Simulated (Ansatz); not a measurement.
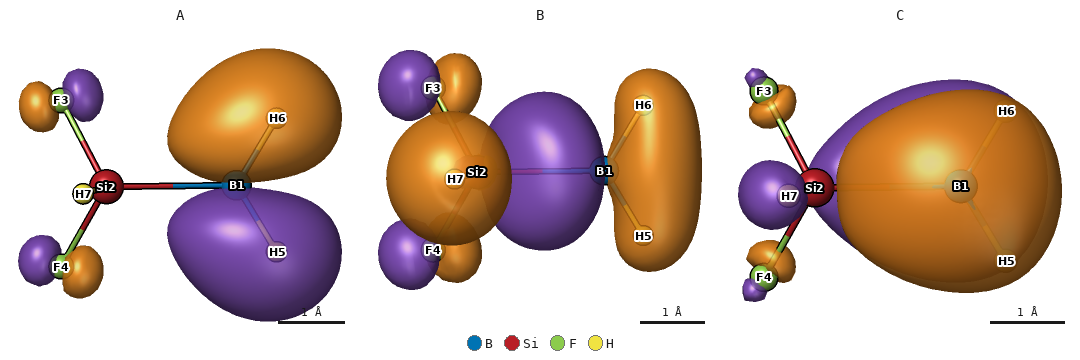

Figure. BF$_{2}$H$_{3}$Si (SMILES B[SiH](F)F). Three frontier orbitals at ±0.1 Å⁻³ᐟ² (orange and purple are the two phases), in no order.

Geometry: PBE0-D4/def2-TZVP.

The calculation used RKS PBE0-D4/def2-TZVPP in Ansatz 0.2.0.

```xyz
7

B    -0.7519    0.9444   -0.0836
Si    0.5144   -0.6145    0.0366
F     0.6046   -1.1795    1.5244
F     0.0283   -1.8325   -0.8694
H    -1.3463    1.1752   -1.0932
H    -0.8809    1.7013    0.8309
H     1.8929   -0.2625   -0.3914
```

Question: Order the three orbitals by energy and name them.

Answer: A is the HOMO−1 (−10.48 eV). By Hirshfeld shares it lies mainly on B1 (about 40 %), H5 (about 25 %) and H6 (about 25 %). B is the HOMO (−8.72 eV). By Hirshfeld shares it lies mainly on B1 (about 30 %), Si2 (about 30 %), H7 (about 15 %), F3 (about 5 %) and F4 (about 5 %). C is the LUMO (−3.07 eV). Its weight (Hirshfeld) is mainly on B1 (about 65 %), Si2 (about 20 %), H6 (about 5 %) and H5 (about 5 %).

Question: What is the HOMO–LUMO gap?

Answer: 5.65 eV between the orbital energies.
